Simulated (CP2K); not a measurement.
**C3H6BS− (SMILES C#C[BH2-]SC): levels of theory compared**

We compute a comparison of 3 runs (MNDO, PM6, GFN1-xTB) of C3H6BS−. 

The calculation is run with CP2K 2026.2.

2 further runs of the same task are left out: 1 that didn't finish, 1 set aside as unsound or not needed.

## Step 1: The molecule

C3H6BS−: 11 atoms, total charge -1, spin state singlet. As SMILES, `C#C[BH2-]SC`. The coordinates come from a GFN2-xTB relaxation. This is one conformer, not always the lowest.

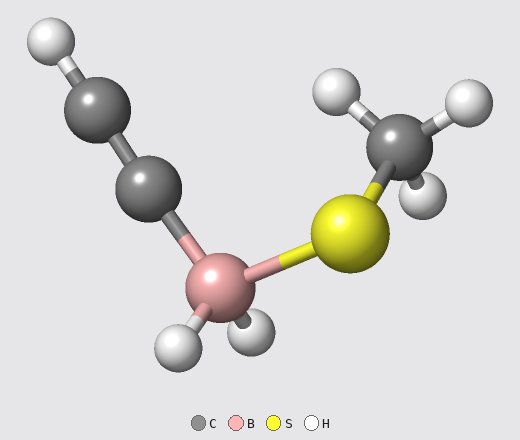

The structure, seen from a chosen angle (carbon grey, boron pink, sulfur yellow, hydrogen white).

## Step 2: Energy and gradient at MNDO (run 1)

Contents of run.py:

```python
import numpy as np
from ase import Atoms
from ase.calculators.cp2k import CP2K

atoms = Atoms(['C', 'C', 'B', 'S', 'C', 'H', 'H', 'H', 'H', 'H', 'H'],
              positions=[(-1.404880, 1.513020, 1.096780),
                         (-0.789630, 0.478950, 1.134130),
                         (0.021720, -0.850030, 1.101500),
                         (1.627650, -0.532760, -0.011720),
                         (0.786370, -0.096560, -1.561860),
                         (-1.942410, 2.423740, 1.090020),
                         (0.435050, -1.161960, 2.189300),
                         (-0.596140, -1.740970, 0.560320),
                         (1.533790, 0.214470, -2.289840),
                         (0.086220, 0.715000, -1.370310),
                         (0.242250, -0.962880, -1.938340)])
atoms.set_cell([19.6, 20.2, 20.5])
atoms.center()
cp2k_input = """
&FORCE_EVAL
  METHOD QUICKSTEP
  &DFT
    CHARGE -1
    &QS
      METHOD MNDO
      EPS_DEFAULT 1.0E-10
      &SE
        &COULOMB
          CUTOFF [angstrom] 50
          RC_RANGE [angstrom] 0
        &END COULOMB
        &EXCHANGE
          CUTOFF [angstrom] 50
          RC_RANGE [angstrom] 0
        &END EXCHANGE
      &END SE
    &END QS
    &POISSON
      PERIODIC NONE
      POISSON_SOLVER ANALYTIC
    &END POISSON
    &SCF
      SCF_GUESS ATOMIC
      EPS_SCF 1.0E-08
      MAX_SCF 30
      &OT
        MINIMIZER DIIS
        PRECONDITIONER FULL_ALL
      &END OT
      &OUTER_SCF
        EPS_SCF 1.0E-08
        MAX_SCF 10
      &END OUTER_SCF
    &END SCF
    &PRINT
      &MOMENTS
        PERIODIC F
        REFERENCE COM
        MAX_MOMENT 1
      &END MOMENTS
      &MO_CUBES
        NLUMO 1
        NHOMO -1
        WRITE_CUBE F
      &END MO_CUBES
      &HIRSHFELD OFF
      &END HIRSHFELD
    &END PRINT
  &END DFT
  &SUBSYS
  &END SUBSYS
&END FORCE_EVAL
"""
calc = CP2K(command="cp2k.psmp -s", label="calc", inp=cp2k_input, basis_set=None, basis_set_file=None, potential_file=None, pseudo_potential=None, xc=None, cutoff=None, max_scf=None, charge=None, uks=False,
            force_eval_method=None, print_level="LOW", poisson_solver=None, stress_tensor=False)
atoms.calc = calc
e = atoms.get_potential_energy()
f = atoms.get_forces()
print(f"energy = {e:.6f} eV")
print("forces (eV/angstrom):")
for s, v in zip(atoms.get_chemical_symbols(), f):
    print(f"{s:2s} {v[0]:10.5f} {v[1]:10.5f} {v[2]:10.5f}")
```

Command:

```console
OMP_NUM_THREADS=1 python run.py
```

Standard output:

```text
energy = -768.533310 eV
forces (eV/angstrom):
C    -0.31125    0.42553    0.21563
C     0.82659   -1.53679   -0.02235
B     1.33716    1.05481   -0.92066
S    -3.71631    0.16795   -0.84370
C     1.70063   -0.84262    2.76973
H     0.22434   -0.39676   -0.01981
H    -0.34740    0.19315   -0.77431
H     0.42226    0.67582    0.53977
H     0.42376    0.18635   -0.43590
H    -0.31048    0.50837   -0.17758
H    -0.24930   -0.43581   -0.33082
```

calc.out:

```text
CP2K| version string:                                       CP2K version 2026.2
 CP2K| Input file name                                                  calc.inp

[... 16 lines left out ...]
 *** WARNING in qs_kind_types.F:2264 :: Information provided in the input ***
[... 8 lines left out ...]
 *** WARNING in qs_kind_types.F:2264 :: Information provided in the input ***
[... 86 lines left out ...]
  Heat of formation [kcal/mol]:                               -16.29204625927391
[... 22 lines left out ...]
  *** SCF run converged in    12 steps ***
[... 11 lines left out ...]
  outer SCF iter =    2 RMS gradient =   0.71E-08 energy =        -28.2430806974
[... 3 lines left out ...]
 SE_DIPOLE| Moment [a.u.]           0.01616206      -0.78221838       1.13667614
[... 3 lines left out ...]
 *** WARNING in qs_scf_post_se.F:140 :: Printing of MO cube files not ***
[... 28 lines left out ...]
 -------------------------------------------------------------------------------
```

Wall time 1.9 s (1 thread of Arm Neoverse N1, shared host); peak memory 0.14 GiB.

## Step 3: A single-point energy at PM6 (run 2)

Contents of calc.inp:

```
&GLOBAL
    PROJECT calc
    RUN_TYPE ENERGY
    PRINT_LEVEL MEDIUM
&END GLOBAL

&FORCE_EVAL
    METHOD Quickstep
    &DFT
        CHARGE -1
        # Quickstep
        &QS
            METHOD PM6
            EPS_DEFAULT 1.0E-10
            &SE
                &COULOMB
                    CUTOFF [angstrom] 50
                    RC_RANGE [angstrom] 0
                &END COULOMB
                &EXCHANGE
                    CUTOFF [angstrom] 50
                    RC_RANGE [angstrom] 0
                &END EXCHANGE
            &END SE
        &END QS
        # no periodic images
        &POISSON
            PERIODIC NONE
            POISSON_SOLVER ANALYTIC
        &END POISSON
        &SCF
            SCF_GUESS ATOMIC
            EPS_SCF 1.0E-06
            MAX_SCF 25
            &OT
                MINIMIZER DIIS
                PRECONDITIONER FULL_ALL
                STEPSIZE 0.5
            &END OT
            &OUTER_SCF
                EPS_SCF 1.0E-06
                MAX_SCF 3
            &END OUTER_SCF
        &END SCF
        # extra output
        &PRINT
            &MOMENTS
                PERIODIC F
                REFERENCE COM
                MAX_MOMENT 1
            &END MOMENTS
            &MO_CUBES
                NLUMO 1
                NHOMO -1
                WRITE_CUBE F
            &END MO_CUBES
            &HIRSHFELD OFF
            &END HIRSHFELD
        &END PRINT
    &END DFT
    &SUBSYS
        # box in angstrom
        &CELL
            ABC 11.6 12.2 12.5
            PERIODIC NONE
        &END CELL
        &COORD
            C     -1.404880     1.513020     1.096780
            C     -0.789630     0.478950     1.134130
            B      0.021720    -0.850030     1.101500
            S      1.627650    -0.532760    -0.011720
            C      0.786370    -0.096560    -1.561860
            H     -1.942410     2.423740     1.090020
            H      0.435050    -1.161960     2.189300
            H     -0.596140    -1.740970     0.560320
            H      1.533790     0.214470    -2.289840
            H      0.086220     0.715000    -1.370310
            H      0.242250    -0.962880    -1.938340
        &END COORD
        &TOPOLOGY
            &CENTER_COORDINATES
            &END CENTER_COORDINATES
        &END TOPOLOGY
    &END SUBSYS
&END FORCE_EVAL
```

Command:

```console
OMP_NUM_THREADS=1 cp2k.psmp calc.inp > calc.out
```

Standard output:

```text
CP2K| version string:                                       CP2K version 2026.2
[...]
 GLOBAL| Method name                                                        CP2K
[...]
 GLOBAL| Run type                                                         ENERGY
[...]
                             - Atoms:                                         11
[...]
                             - Spherical basis functions:                     31
[...]
 Number of electrons:                                                         28
[...]
     1 OT DIIS     0.50E+00    0.0     0.28557399       -19.7309188424 -1.97E+01
[...]
    13 OT DIIS     0.50E+00    0.0     0.00000074       -24.9867417697 -5.19E-10
  *** SCF run converged in    13 steps ***
  Core-core repulsion energy [eV]:                           1682.74240907114972
  Core Hamiltonian energy [eV]:                             -1068.36613721222102
  Two-electron integral energy [eV]:                        -2588.60018695954841
  Electronic energy [eV]:                                   -2362.66623069199522
  Total energy [eV]:                                         -679.92382162084539
  Atomic reference energy [eV]:                               678.91768811187001
  Heat of formation [kcal/mol]:                               -23.20199174729231
[...]
 SE_DIPOLE| Moment [Debye]          0.36430675      -1.00822640       2.86151319
 SE_DIPOLE| Derivative [a.u.]       0.00000000       0.00000000       0.00000000
 *** WARNING in qs_scf_post_se.F:140 :: Printing of MO cube files not ***
 *** implemented for Semi-Empirical method.                           ***
 ENERGY| Total FORCE_EVAL ( QS ) energy [hartree]            -24.986741769732703
[...]
```

It took 0.93 s on 1 thread of Arm Neoverse N1, shared host; peak memory 0.14 GiB.

## Step 4: Energy and forces at GFN1-xTB (run 3)

Contents of run.inp:

```
&GLOBAL
  PROJECT run
  RUN_TYPE ENERGY_FORCE
  PRINT_LEVEL MEDIUM
&END
&FORCE_EVAL
  METHOD QUICKSTEP
  &DFT
    CHARGE -1
    MULTIPLICITY 1
    # Quickstep
    &QS
      METHOD XTB
      EPS_DEFAULT 1.0E-10
      &XTB
        GFN_TYPE 1
        CHECK_ATOMIC_CHARGES F
      &END
    &END
    &POISSON
      PERIODIC NONE
      POISSON_SOLVER ANALYTIC
    &END
    &SCF
      SCF_GUESS ATOMIC
      EPS_SCF 1.0E-06
      MAX_SCF 100
      &DIAGONALIZATION
        ALGORITHM STANDARD
      &END
      &MIXING
        METHOD BROYDEN_MIXING
        ALPHA 0.3
        NBUFFER 8
      &END
    &END
    # extra output
    &PRINT
      &MOMENTS
        PERIODIC F
        REFERENCE COM
        MAX_MOMENT 1
      &END
      &MO ON
        ENERGIES T
        OCCUPATION_NUMBERS T
        NDIGITS 6
        &EACH
          QS_SCF 0
        &END
        ADD_LAST NUMERIC
      &END
      &HIRSHFELD OFF
      &END
    &END
  &END
  # structure
  &SUBSYS
    &CELL
      ABC [angstrom] 13.6 14.2 14.5
      PERIODIC NONE
    &END
    &COORD
      SCALED T
      C    0.40827206   0.58250951   0.57910690
      C    0.45351103   0.50968768   0.58168276
      B    0.51316912   0.41609754   0.57943241
      S    0.63125221   0.43844049   0.50265862
      C    0.56939338   0.46915880   0.39575241
      H    0.36874779   0.64664472   0.57864069
      H    0.54356103   0.39413063   0.65445310
      H    0.46773824   0.35335528   0.54210966
      H    0.62435074   0.49106232   0.34554690
      H    0.51791176   0.52631092   0.40896276
      H    0.52938456   0.40815035   0.36978828
    &END
  &END
  # extra output
  &PRINT
    &FORCES ON
    &END
  &END
&END
```

Command:

```console
OMP_NUM_THREADS=1 cp2k.psmp run.inp > run.out
```

Standard output:

```text
CP2K| version string:                                       CP2K version 2026.2
[...]
 GLOBAL| Method name                                                        CP2K
[...]
 GLOBAL| Run type                                                   ENERGY_FORCE
[...]
                             - Atoms:                                         11
[...]
                             - Spherical basis functions:                     37
[...]
 Number of electrons:                                                         28
[...]
     1 NoMix/Diag. 0.30E+00    0.0     0.38720608       -14.7996207862 -1.48E+01
[...]
    33 Broy./Diag. 0.30E+00    0.0     0.00000048       -14.8352429504  1.83E-07
  *** SCF run converged in    33 steps ***
[...]
 TB_DIPOLE| Moment [Debye]          1.37527230       0.80310623      -2.07297436
 TB_DIPOLE| Derivative [a.u.]       0.00000000       0.00000000       0.00000000
[...]
 ENERGY| Total FORCE_EVAL ( QS ) energy [hartree]            -14.835242834172034
 FORCES| Atomic forces [hartree/bohr]
 FORCES|   Atom     x               y               z               |f|
 FORCES|      1 -3.30173854E-03  5.64030302E-03  7.00593157E-04   6.57307586E-03
 FORCES|      2  2.31110083E-03 -7.75307992E-03  7.95166163E-04   8.12918966E-03
 FORCES|      3  1.05071864E-02  1.65342243E-03 -1.01800043E-02   1.47230180E-02
 FORCES|      4  8.15164214E-04 -1.68551466E-04  6.56459429E-03   6.61715955E-03
 FORCES|      5 -2.02130795E-04 -2.02661058E-03  4.43301072E-03   4.87848248E-03
 FORCES|      6 -1.94989245E-03  3.14342582E-03 -1.09010904E-04   3.70068775E-03
 FORCES|      7 -4.66639602E-04 -1.36262085E-03  3.66891466E-03   3.94150008E-03
 FORCES|      8 -5.28203512E-03 -2.06228693E-03  3.13927877E-03   6.48135738E-03
 FORCES|      9  2.33386134E-04  8.24728493E-04 -1.51472157E-03   1.74041018E-03
 FORCES|     10 -1.21241138E-03  2.01744474E-03 -3.71671601E-03   4.39931842E-03
 FORCES|     11 -1.45198969E-03  9.38252368E-05 -3.78110493E-03   4.05139874E-03
 FORCES| Sum     3.08347098E-16  1.35214919E-15  1.09721260E-16
 FORCES| Total atomic force                                       1.39119521E-15
[...]
```

Run time: 0.63 s. Hardware: 1 thread of Arm Neoverse N1, shared host; peak memory 0.15 GiB.

## Step 5: Overview of the runs

```
run     level      task  SCF convergence threshold  energy (Eh)  heat of formation (kcal/mol)  wall time
  1      MNDO  gradient                      1e-08   -28.243081                         -16.5      1.9 s
  2       PM6    energy                      1e-06   -24.986742                         -23.2     0.93 s
  3  GFN1-xTB  gradient                      1e-06   -14.835243                             –     0.63 s
```

## Step 6: Outcome

```
                       quantity          value
            run 3: total energy   -14.83524 Eh
             run 3: HOMO energy       -4.49 eV
       run 3: dispersion energy  -10.56 kJ/mol
run 3: largest force on an atom     0.757 eV/Å
```

Force-field and semi-empirical energies have zeros of their own, so their totals don't compare. All runs together took 3.5 s, the longest 1.9 s.
